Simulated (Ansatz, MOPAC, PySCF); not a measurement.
Breaking a bond: C₂H₆, SMILES CC. The C1–C5 bond (C1 also carries H, H, H; C5 carries H, H, H) is stretched with both fragments frozen at the PBE0/def2-TZVP optimised geometry.

```
8

C      0.0000     0.0000     0.0000
H      0.8810    -0.5086    -0.3988
H      0.0000     1.0172    -0.3988
H     -0.8810    -0.5086    -0.3988
C      0.0000     0.0000     1.5188
H      0.8808     0.5089     1.9176
H      0.0003    -1.0172     1.9176
H     -0.8811     0.5083     1.9176
```

PM7, restricted, heats of formation (MOPAC); UKS-B3LYP/6-31G* = unrestricted B3LYP/6-31G*, spherical d (PySCF); RCCSD = CCSD on RHF/cc-pVTZ, frozen core (Ansatz, a program for electronic structure); UKS-LDA (SVWN5)/6-31G* = unrestricted LDA (SVWN5)/6-31G*, spherical d (PySCF 2.14.0); RCCSD(T) = CCSD(T) on RHF/cc-pVTZ, frozen core (Ansatz).

Energies are in kJ/mol, each relative to the lowest point of its own curve near equilibrium.

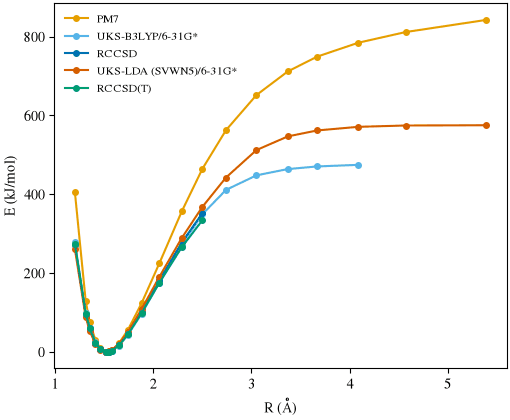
Figure: Energy against bond length for each method.

```json
[
 {"R / Å": "1.20", "PM7": "405.4", "UKS-B3LYP/6-31G*": "277.7", "RCCSD": "271.8", "UKS-LDA (SVWN5)/6-31G*": "260.7", "RCCSD(T)": "273.1"},
 {"R / Å": "1.31", "PM7": "129.1", "UKS-B3LYP/6-31G*": "99.2", "RCCSD": "95.8", "UKS-LDA (SVWN5)/6-31G*": "88.9", "RCCSD(T)": "96.9"},
 {"R / Å": "1.35", "PM7": "76.7", "UKS-B3LYP/6-31G*": "61.6", "RCCSD": "58.9", "UKS-LDA (SVWN5)/6-31G*": "53.5", "RCCSD(T)": "59.8"},
 {"R / Å": "1.41", "PM7": "29.5", "UKS-B3LYP/6-31G*": "24.5", "RCCSD": "22.8", "UKS-LDA (SVWN5)/6-31G*": "19.5", "RCCSD(T)": "23.4"},
 {"R / Å": "1.46", "PM7": "8.6", "UKS-B3LYP/6-31G*": "7.6", "RCCSD": "6.6", "UKS-LDA (SVWN5)/6-31G*": "5.0", "RCCSD(T)": "7.0"},
 {"R / Å": "1.52", "PM7": "0.0", "UKS-B3LYP/6-31G*": "0.0", "RCCSD": "0.0", "UKS-LDA (SVWN5)/6-31G*": "0.0", "RCCSD(T)": "0.0"},
 {"R / Å": "1.55", "PM7": "1.0", "UKS-B3LYP/6-31G*": "0.3", "RCCSD": "0.8", "UKS-LDA (SVWN5)/6-31G*": "1.6", "RCCSD(T)": "0.6"},
 {"R / Å": "1.58", "PM7": "4.7", "UKS-B3LYP/6-31G*": "2.9", "RCCSD": "3.9", "UKS-LDA (SVWN5)/6-31G*": "5.3", "RCCSD(T)": "3.4"},
 {"R / Å": "1.65", "PM7": "21.8", "UKS-B3LYP/6-31G*": "15.8", "RCCSD": "17.9", "UKS-LDA (SVWN5)/6-31G*": "20.7", "RCCSD(T)": "16.8"},
 {"R / Å": "1.74", "PM7": "55.7", "UKS-B3LYP/6-31G*": "42.6", "RCCSD": "46.2", "UKS-LDA (SVWN5)/6-31G*": "50.4", "RCCSD(T)": "44.1"},
 {"R / Å": "1.88", "PM7": "123.5", "UKS-B3LYP/6-31G*": "97.0", "RCCSD": "102.4", "UKS-LDA (SVWN5)/6-31G*": "108.5", "RCCSD(T)": "98.6"},
 {"R / Å": "2.06", "PM7": "224.3", "UKS-B3LYP/6-31G*": "175.0", "RCCSD": "181.6", "UKS-LDA (SVWN5)/6-31G*": "190.0", "RCCSD(T)": "174.9"},
 {"R / Å": "2.29", "PM7": "356.8", "UKS-B3LYP/6-31G*": "271.5", "RCCSD": "277.6", "UKS-LDA (SVWN5)/6-31G*": "289.3", "RCCSD(T)": "265.9"},
 {"R / Å": "2.50", "PM7": "464.7", "UKS-B3LYP/6-31G*": "349.3", "RCCSD": "352.5", "UKS-LDA (SVWN5)/6-31G*": "368.2", "RCCSD(T)": "334.3"},
 {"R / Å": "2.74", "PM7": "562.6", "UKS-B3LYP/6-31G*": "411.1", "RCCSD": "—", "UKS-LDA (SVWN5)/6-31G*": "442.4", "RCCSD(T)": "—"},
 {"R / Å": "3.05", "PM7": "651.7", "UKS-B3LYP/6-31G*": "447.9", "RCCSD": "—", "UKS-LDA (SVWN5)/6-31G*": "512.1", "RCCSD(T)": "—"},
 {"R / Å": "3.37", "PM7": "711.7", "UKS-B3LYP/6-31G*": "463.9", "RCCSD": "—", "UKS-LDA (SVWN5)/6-31G*": "546.8", "RCCSD(T)": "—"},
 {"R / Å": "3.67", "PM7": "749.4", "UKS-B3LYP/6-31G*": "470.6", "RCCSD": "—", "UKS-LDA (SVWN5)/6-31G*": "562.0", "RCCSD(T)": "—"},
 {"R / Å": "4.09", "PM7": "784.7", "UKS-B3LYP/6-31G*": "474.6", "RCCSD": "—", "UKS-LDA (SVWN5)/6-31G*": "571.1", "RCCSD(T)": "—"},
 {"R / Å": "4.57", "PM7": "811.6", "UKS-B3LYP/6-31G*": "—", "RCCSD": "—", "UKS-LDA (SVWN5)/6-31G*": "574.5", "RCCSD(T)": "—"},
 {"R / Å": "5.39", "PM7": "842.4", "UKS-B3LYP/6-31G*": "—", "RCCSD": "—", "UKS-LDA (SVWN5)/6-31G*": "575.2", "RCCSD(T)": "—"}
]
```

At the longest distance, 5.39 Å, PM7 lies highest above its minimum (842.4 kJ/mol) and UKS-LDA (SVWN5)/6-31G* lowest (575.2 kJ/mol).

A dash means that the run gave no value there, or that the column was ended at a point which the program doubted or which failed a test of continuity chosen for this set; such a test can also cut sound points.

The restricted form behind PM7 keeps the bonding electrons paired and can't separate into open-shell fragments. The unrestricted solution behind UKS-B3LYP/6-31G* changes between 4.09 and 4.57 Å, which can leave a kink. The unrestricted determinant behind UKS-B3LYP/6-31G* is spin-contaminated at 2.74 to 4.09 Å (<S²> up to 1.0, against 0.00 for a pure singlet). The unrestricted determinant behind UKS-LDA (SVWN5)/6-31G* is spin-contaminated at 3.05 to 5.39 Å (<S²> up to 1.0, against 0.00 for a pure singlet).
